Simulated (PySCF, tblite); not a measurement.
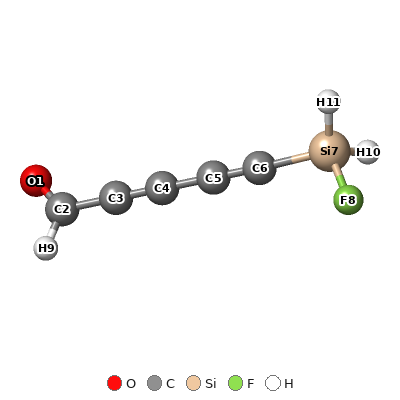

Geometry used (C₅H₃FOSi, SMILES O=CC#CC#C[SiH2]F).

GIAO shifts, PBE0/pcSseg-1 with PySCF 2.14.0, at a GFN2-xTB geometry (a minimum by its frequencies), against H₂O for ¹⁷O and TMS for ¹³C computed at the same level (¹⁷O: a single water molecule, while the usual scale starts at liquid water and gives values some tens of ppm lower). Gas phase, fully decoupled, line heights follow the number of nuclei, widths are arbitrary (no quadrupolar broadening); values of one conformer, averaged over methyl-type rotors and exact or near symmetry.

**How many ¹⁷O lines appear, and where?**

1 signal.


| δ (ppm) | nuclei | atoms |
| --- | --- | --- |
| 776.2 | 1 | O1 |

**How many ¹³C lines appear, and where?**

5 signals.


| δ (ppm) | nuclei | atoms |
| --- | --- | --- |
| 180.8 | 1 | C2 |
| 102.1 | 1 | C6 |
| 97.5 | 1 | C5 |
| 87.7 | 1 | C4 |
| 77.9 | 1 | C3 |

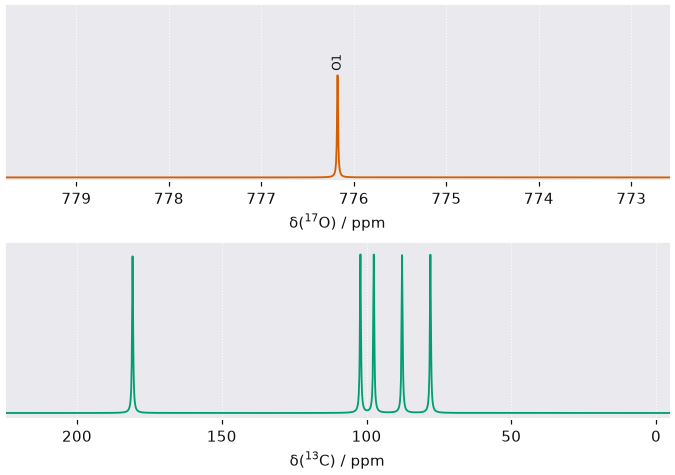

Caveats: the tight-binding geometry is rougher than a DFT one and adds to the error.
